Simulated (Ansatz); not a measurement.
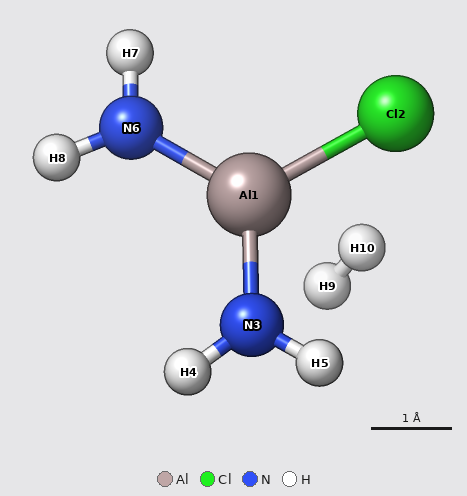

Fig. 1: The input geometry (ball-and-stick view, seen at a tilt; atoms are numbered from 1 in the order of the input). Sticks mark near contacts.

AlN$_{2}$H$_{6}$Cl: nudged elastic band (part 1 of 2)

- system: AlN$_{2}$H$_{6}$Cl
- method: RKS B3LYP-D4/6-31G* (Ansatz 0.2.0)

The run did not end well. It belongs to a series of runs on one base structure; here: band between the two ends.

### Log
```
Engine: ansatz 0.2.0, aarch64-unknown-linux-gnu
Functional definition: B3LYP
  parameter a0 = 0.2
  parameter ax = 0.72
  parameter ac = 0.81
  exchange = (1 - a0 - ax)*slater_x + ax*b88_x + a0*exact_x
  correlation = (1 - ac)*vwn_rpa_c + ac*lyp_c
885 factors; integrals over basis functions are off by at most 4.5e-4 eV
mean field evaluation 1: about -22187.5975 eV, gradient 8.1e1 eV
mean field evaluation 2: about -22168.8555 eV, gradient 1.2e2 eV
mean field evaluation 4: about -22200.5650 eV, gradient 3.7e0 eV
mean field evaluation 8: about -22200.6070 eV, gradient 1.3e-1 eV
mean field evaluation 16: about -22200.6070 eV, gradient 7.4e-6 eV
mean field -22200.60702957 eV, -815.8572602246 hartree, gradient 7.4e-6 eV, S^2 0.000000; 0 other end points of the search recorded, 0 dependent functions left out
the calculation of the forces begins
reference -22200.60728952 eV, -815.8572697778 hartree; 25, 25 occupied and 55, 55 virtual orbitals, 885 factors
884 factors; integrals over basis functions are off by at most 7.7e-4 eV
mean field evaluation 32: about -22199.1657 eV, gradient 1.0e-5 eV
mean field -22199.16567327 eV, -815.8042913579 hartree, gradient 1.0e-5 eV, S^2 0.000000; 0 other end points of the search recorded, 0 dependent functions left out
[... from here on the field's lines of each further geometry are left out, up to the last ...]
NEB iter   1: max|band force component| = 2.350e1 eV/Å  barrier→ = 5.1202 eV  barrier← = 3.6187 eV  Δτ_max = 0.2000 Å  (230 SCF iters)
NEB iter   2: max|band force component| = 1.755e0 eV/Å  barrier→ = 2.3206 eV  barrier← = 0.8192 eV  Δτ_max = 0.2000 Å  (196 SCF iters)
NEB iter   3: max|band force component| = 8.631e-1 eV/Å  barrier→ = 2.0322 eV  barrier← = 0.5307 eV  Δτ_max = 0.2000 Å  (193 SCF iters)
NEB iter   4: max|band force component| = 1.013e0 eV/Å  barrier→ = 1.9678 eV  barrier← = 0.4664 eV  Δτ_max = 0.1003 Å  (191 SCF iters)
NEB iter   5: max|band force component| = 4.875e-1 eV/Å  barrier→ = 1.9058 eV  barrier← = 0.4044 eV  CI = image 5  Δτ_max = 0.2000 Å  (193 SCF iters)
NEB iter   6: max|band force component| = 4.083e0 eV/Å  barrier→ = 2.4271 eV  barrier← = 0.9256 eV  CI = image 6  Δτ_max = 0.0998 Å  (190 SCF iters)
NEB iter   7: max|band force component| = 2.632e0 eV/Å  barrier→ = 1.9984 eV  barrier← = 0.4969 eV  CI = image 6  Δτ_max = 0.1995 Å  (190 SCF iters)
NEB iter   8: max|band force component| = 2.087e0 eV/Å  barrier→ = 1.8271 eV  barrier← = 0.3256 eV  CI = image 5  Δτ_max = 0.2000 Å  (190 SCF iters)
NEB iter   9: max|band force component| = 1.423e0 eV/Å  barrier→ = 1.9162 eV  barrier← = 0.4147 eV  CI = image 5  Δτ_max = 0.2000 Å  (193 SCF iters)
NEB iter  10: max|band force component| = 7.189e-1 eV/Å  barrier→ = 1.9630 eV  barrier← = 0.4615 eV  CI = image 5  Δτ_max = 0.2000 Å  (191 SCF iters)
NEB iter  11: max|band force component| = 8.669e-1 eV/Å  barrier→ = 1.9602 eV  barrier← = 0.4588 eV  CI = image 5  Δτ_max = 0.1007 Å  (190 SCF iters)
NEB iter  12: max|band force component| = 4.922e-1 eV/Å  barrier→ = 1.9002 eV  barrier← = 0.3988 eV  CI = image 5  Δτ_max = 0.1999 Å  (186 SCF iters)
NEB iter  13: max|band force component| = 2.978e-1 eV/Å  barrier→ = 1.8541 eV  barrier← = 0.3526 eV  CI = image 5  Δτ_max = 0.2000 Å  (190 SCF iters)
NEB iter  14: max|band force component| = 4.690e0 eV/Å  barrier→ = 1.9808 eV  barrier← = 0.4793 eV  CI = image 6  Δτ_max = 0.1009 Å  (187 SCF iters)
NEB iter  15: max|band force component| = 4.421e0 eV/Å  barrier→ = 1.9315 eV  barrier← = 0.4300 eV  CI = image 6  Δτ_max = 0.1957 Å  (186 SCF iters)
NEB iter  16: max|band force component| = 4.069e0 eV/Å  barrier→ = 1.8160 eV  barrier← = 0.3145 eV  CI = image 6  Δτ_max = 0.1962 Å  (189 SCF iters)
NEB iter  17: max|band force component| = 3.154e0 eV/Å  barrier→ = 1.6304 eV  barrier← = 0.1290 eV  CI = image 5  Δτ_max = 0.2000 Å  (189 SCF iters)
NEB iter  18: max|band force component| = 1.406e0 eV/Å  barrier→ = 1.7922 eV  barrier← = 0.2908 eV  CI = image 5  Δτ_max = 0.2000 Å  (195 SCF iters)
NEB iter  19: max|band force component| = 1.481e0 eV/Å  barrier→ = 1.9794 eV  barrier← = 0.4780 eV  CI = image 5  Δτ_max = 0.1946 Å  (186 SCF iters)
NEB iter  20: max|band force component| = 4.541e-1 eV/Å  barrier→ = 1.8641 eV  barrier← = 0.3627 eV  CI = image 5  Δτ_max = 0.2000 Å  (188 SCF iters)
NEB iter  21: max|band force component| = 5.934e0 eV/Å  barrier→ = 2.7210 eV  barrier← = 1.2195 eV  CI = image 6  Δτ_max = 0.1009 Å  (189 SCF iters)
NEB iter  22: max|band force component| = 5.590e0 eV/Å  barrier→ = 2.5622 eV  barrier← = 1.0608 eV  CI = image 6  Δτ_max = 0.2000 Å  (179 SCF iters)
NEB iter  23: max|band force component| = 5.240e0 eV/Å  barrier→ = 2.3764 eV  barrier← = 0.8749 eV  CI = image 6  Δτ_max = 0.1952 Å  (185 SCF iters)
NEB iter  24: max|band force component| = 5.516e0 eV/Å  barrier→ = 2.2974 eV  barrier← = 0.7960 eV  CI = image 6  Δτ_max = 0.2000 Å  (182 SCF iters)
NEB iter  25: max|band force component| = 5.003e0 eV/Å  barrier→ = 2.3097 eV  barrier← = 0.8082 eV  CI = image 6  Δτ_max = 0.2000 Å  (186 SCF iters)
NEB iter  26: max|band force component| = 4.936e0 eV/Å  barrier→ = 2.3091 eV  barrier← = 0.8076 eV  CI = image 6  Δτ_max = 0.1952 Å  (181 SCF iters)
NEB iter  27: max|band force component| = 4.863e0 eV/Å  barrier→ = 2.2205 eV  barrier← = 0.7190 eV  CI = image 6  Δτ_max = 0.1996 Å  (189 SCF iters)
NEB iter  28: max|band force component| = 4.134e0 eV/Å  barrier→ = 2.0639 eV  barrier← = 0.5624 eV  CI = image 6  Δτ_max = 0.1964 Å  (190 SCF iters)
NEB iter  29: max|band force component| = 2.671e0 eV/Å  barrier→ = 1.8303 eV  barrier← = 0.3288 eV  CI = image 6  Δτ_max = 0.2000 Å  (189 SCF iters)
NEB iter  30: max|band force component| = 3.631e0 eV/Å  barrier→ = 1.7236 eV  barrier← = 0.2221 eV  CI = image 4  Δτ_max = 0.1988 Å  (195 SCF iters)
NEB iter  31: max|band force component| = 3.459e0 eV/Å  barrier→ = 2.4477 eV  barrier← = 0.9463 eV  CI = image 6  Δτ_max = 0.1021 Å  (199 SCF iters)
NEB iter  32: max|band force component| = 2.888e0 eV/Å  barrier→ = 2.1676 eV  barrier← = 0.6661 eV  CI = image 6  Δτ_max = 0.2000 Å  (195 SCF iters)
NEB iter  33: max|band force component| = 2.154e0 eV/Å  barrier→ = 1.8548 eV  barrier← = 0.3534 eV  CI = image 6  Δτ_max = 0.2000 Å  (193 SCF iters)
NEB iter  34: max|band force component| = 1.668e0 eV/Å  barrier→ = 1.7061 eV  barrier← = 0.2046 eV  CI = image 6  Δτ_max = 0.1973 Å  (193 SCF iters)
NEB iter  35: max|band force component| = 8.097e-1 eV/Å  barrier→ = 1.5761 eV  barrier← = 0.0746 eV  CI = image 6  Δτ_max = 0.2000 Å  (191 SCF iters)
NEB iter  36: max|band force component| = 3.991e0 eV/Å  barrier→ = 1.5349 eV  barrier← = 0.0335 eV  CI = image 5  Δτ_max = 0.1848 Å  (194 SCF iters)
NEB iter  37: max|band force component| = 1.071e0 eV/Å  barrier→ = 1.6348 eV  barrier← = 0.1333 eV  CI = image 6  Δτ_max = 0.1999 Å  (186 SCF iters)
NEB iter  38: max|band force component| = 5.017e-1 eV/Å  barrier→ = 1.5471 eV  barrier← = 0.0457 eV  CI = image 6  Δτ_max = 0.1973 Å  (194 SCF iters)
NEB iter  39: max|band force component| = 4.838e0 eV/Å  barrier→ = 1.5492 eV  barrier← = 0.0477 eV  CI = image 5  Δτ_max = 0.1999 Å  (194 SCF iters)
NEB iter  40: max|band force component| = 1.075e0 eV/Å  barrier→ = 1.6920 eV  barrier← = 0.1906 eV  CI = image 6  Δτ_max = 0.1926 Å  (190 SCF iters)
NEB iter  41: max|band force component| = 7.223e-1 eV/Å  barrier→ = 1.6130 eV  barrier← = 0.1115 eV  CI = image 6  Δτ_max = 0.1999 Å  (194 SCF iters)
NEB iter  42: max|band force component| = 5.262e0 eV/Å  barrier→ = 1.5499 eV  barrier← = 0.0484 eV  CI = image 5  Δτ_max = 0.1939 Å  (189 SCF iters)
NEB iter  43: max|band force component| = 1.341e0 eV/Å  barrier→ = 1.6862 eV  barrier← = 0.1847 eV  CI = image 6  Δτ_max = 0.1948 Å  (193 SCF iters)
NEB iter  44: max|band force component| = 9.674e-1 eV/Å  barrier→ = 1.6074 eV  barrier← = 0.1060 eV  CI = image 6  Δτ_max = 0.1999 Å  (196 SCF iters)
NEB iter  45: max|band force component| = 4.604e-1 eV/Å  barrier→ = 1.5660 eV  barrier← = 0.0645 eV  CI = image 6  Δτ_max = 0.2000 Å  (191 SCF iters)
NEB iter  46: max|band force component| = 6.091e0 eV/Å  barrier→ = 1.5492 eV  barrier← = 0.0477 eV  CI = image 5  Δτ_max = 0.1989 Å  (197 SCF iters)
NEB iter  47: max|band force component| = 6.382e0 eV/Å  barrier→ = 1.5655 eV  barrier← = 0.0641 eV  CI = image 5  Δτ_max = 0.2000 Å  (195 SCF iters)
NEB iter  48: max|band force component| = 1.239e0 eV/Å  barrier→ = 1.7063 eV  barrier← = 0.2048 eV  CI = image 6  Δτ_max = 0.1949 Å  (189 SCF iters)
NEB iter  49: max|band force component| = 6.202e0 eV/Å  barrier→ = 1.5986 eV  barrier← = 0.0971 eV  CI = image 5  Δτ_max = 0.2000 Å  (185 SCF iters)
NEB iter  50: max|band force component| = 1.441e0 eV/Å  barrier→ = 1.7425 eV  barrier← = 0.2410 eV  CI = image 6  Δτ_max = 0.1989 Å  (184 SCF iters)
NEB iter  51: max|band force component| = 9.794e-1 eV/Å  barrier→ = 1.6138 eV  barrier← = 0.1123 eV  CI = image 6  Δτ_max = 0.1967 Å  (193 SCF iters)
NEB iter  52: max|band force component| = 7.063e-1 eV/Å  barrier→ = 1.5760 eV  barrier← = 0.0745 eV  CI = image 6  Δτ_max = 0.1884 Å  (194 SCF iters)
NEB iter  53: max|band force component| = 6.687e0 eV/Å  barrier→ = 1.5783 eV  barrier← = 0.0768 eV  CI = image 5  Δτ_max = 0.2000 Å  (187 SCF iters)
the calculation of the forces begins
reference -22198.96570763 eV, -815.7969427562 hartree; 25, 25 occupied and 55, 55 virtual orbitals, 882 factors
these checks for a lower state are left out or cut short: starts, cluster_reference, orbital_swaps, neighbouring_geometries, increment
882 factors; integrals over basis functions are off by at most 7.5e-4 eV
mean field -22199.16764284 eV, -815.8043637381 hartree, gradient 2.8e-5 eV, S^2 0.000000; 0 other end points of the search recorded, 0 dependent functions left out
the calculation of the forces begins
reference -22199.16792081 eV, -815.8043739532 hartree; 25, 25 occupied and 55, 55 virtual orbitals, 882 factors
NEB iter  54: max|band force component| = 1.534e0 eV/Å  barrier→ = 1.7026 eV  barrier← = 0.2012 eV  CI = image 6  Δτ_max = 0.1978 Å  (189 SCF iters)
```

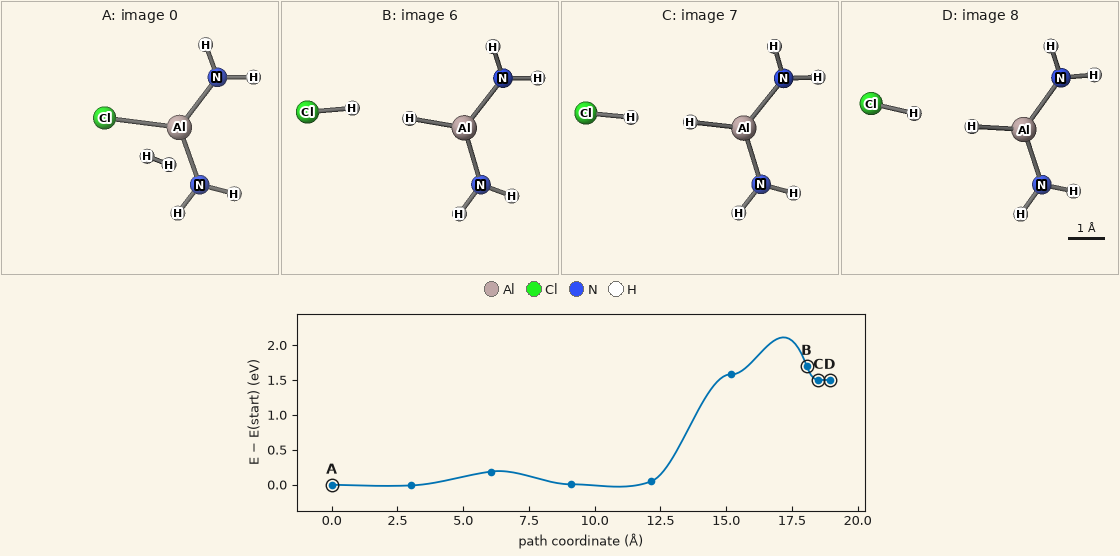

Fig. 2: Images of the last band (counted from 0; ball-and-stick, seen at a tilt) above the energy along the path; the line is a cubic interpolation that uses the forces. The highest image is number 6, 1.703 eV above the start and 0.201 eV above the end (the climbing image); the end lies 1.501 eV above the start. The path is 18.94 Å long. The band had not converged after 54 iterations.
